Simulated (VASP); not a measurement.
Band structure of TlCl (relaxed from the CsCl type structure, space group Pm-3m). Method: PBE GGA, VASP's PBE PAW potentials (set 64) (plane waves; VASP).

Unless said otherwise, spin-orbit coupling is left out, though it shifts the bands of the heavy elements here.

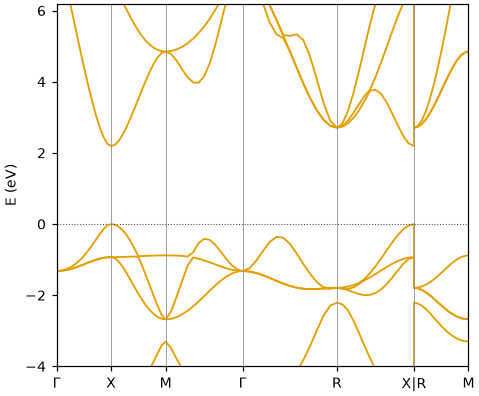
Bands along high-symmetry lines, zero at the valence-band maximum or, without a gap, the Fermi level

### Question
Read the plot: is there a gap, and where are the band edges?

### Answer
The gap is direct, 2.19 eV, from the valence maximum at X to the conduction minimum at X. (Edges off the drawn lines would not show.)

The structure was generated: TlCl was put into the CsCl type type (Pm-3m), which need not be its known phase. It was relaxed first, which changed the volume by +78 %.
